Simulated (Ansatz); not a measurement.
System Ru (space group P6_3/mmc, No. 194); source of the atomic positions: the end point of a relaxation with Ansatz, DFT, m-r2SCAN, plane waves (500 eV) with PAW, scalar-relativistic; the starting structure was generated, so it need not be a known form of this composition.

```
Ru
1.0
     2.69140    0.00000    0.00000
    -1.34570    2.33082    0.00000
     0.00000    0.00000    8.63610
Ru
4
Direct
  0.00000 0.00000 0.00000
  0.00000 0.00000 0.50000
  0.33333 0.66667 0.25000
  0.66667 0.33333 0.75000
```

Describe the stacking along c, with columns A (0, 0), B (1/3, 2/3), C (2/3, 1/3) of the hexagonal mesh.

Ru(A) – Ru(B) – Ru(A) – Ru(C) (four layers in 8.64 Å).

As equal spheres, ABAC: a mixed close packing, (ch) in Jagodzinski's notation.

Polytype symbol 4H, Ramsdell's symbol (number of layers in the repeat and lattice).

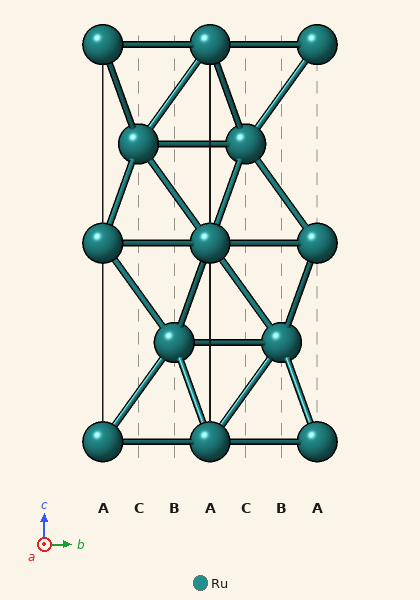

Projection along an edge of the hexagonal mesh, stacking direction c upwards. The dashed lines mark the three columns A (0, 0), B (1/3, 2/3) and C (2/3, 1/3). The sequence starts with the first layer at or above the cell's origin.
